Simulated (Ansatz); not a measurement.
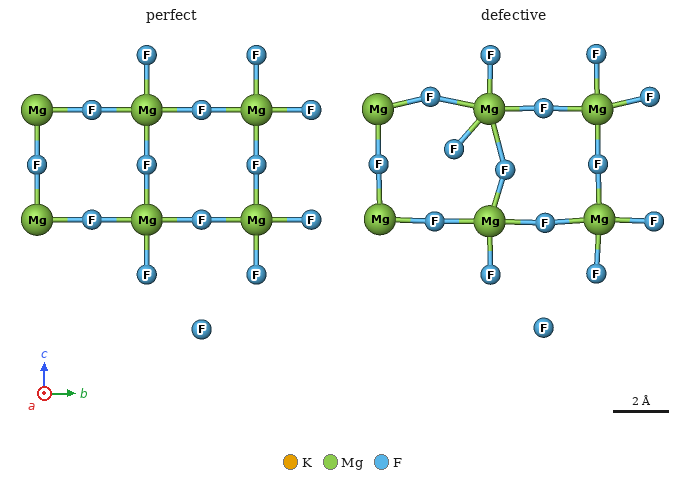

Left: perfect KMgF₃. Right: the same region with one point defect, after relaxing the atoms in a supercell of 40 sites. The picture is a ball-and-stick view of the atoms within 6.0 Å of one point, in a slice 3.4 Å thick across the line of sight, seen along the a axis.

Method: DFT, PBEsol, PAW, plane waves (Ansatz 0.2.0). Set-up: plane-wave cutoff 420 eV; k-point mesh 1 × 1 × 1; mesh shifted by (0.25, 0.25, 0.25); collinear spin. Fermi-Dirac smearing of 0.01 eV. The axes drawn are those of the host's conventional cell.

Which defect is it?

An extra fluorine atom is put between the host's atoms (an interstitial).

The charge state of the cell is 0.

How does the lattice respond?

The F atom starts with 4 F at 1.99 to 2.00 Å, 2 K at 1.99 to 2.00 Å around its place and ends with 2 Mg at 1.96 to 2.29 Å, 1 F at 2.01 Å. Of the host's atoms, a fluorine atom moves furthest from its site, by 1.38 Å. The F atom itself moves 1.39 Å from where it was put. The cell's net moment is 1.00 μB.

Limits of the set-up: the periodic images lie only 8.0 Å apart, so the values are limited by the cell's size.
